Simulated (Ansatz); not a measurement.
```xyz
9

Ga    0.1164    0.5065   -0.3802
O    -0.1321   -0.1876    2.5063
H    -1.0955   -0.3186    2.6176
H     1.5124   -0.1760   -0.5934
H    -1.3134    0.0514   -0.8553
N     0.1326    2.1757    0.5444
H     1.0073    2.6933    0.6759
H    -0.6561    2.8257    0.4705
H    -0.0725    0.7881    2.3096
```

Not at a stationary point (largest force 0.8 eV/Å).

All numbers below come from Ansatz, RKS BLYP-D4/def2-SVP.

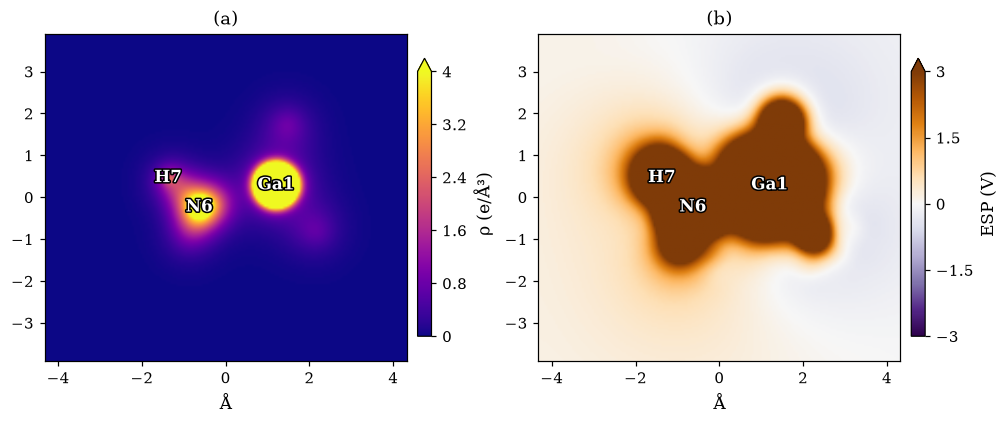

GaH4N···H2O. (a) total electron density; (b) molecular electrostatic potential on the plane of atoms Ga1, N6 and H7.

**What do the fields say about this system?**

- Atoms in the plane: Ga, N and H.
- Ga–N (1.91 Å): ρ is about 0.76 e/Å³ halfway.
- N–H (1.02 Å): ρ is about 2.7 e/Å³ halfway.
- Outside the dense part of the complex the potential is most negative (−0.4 V) near H4, which lies off the plane.
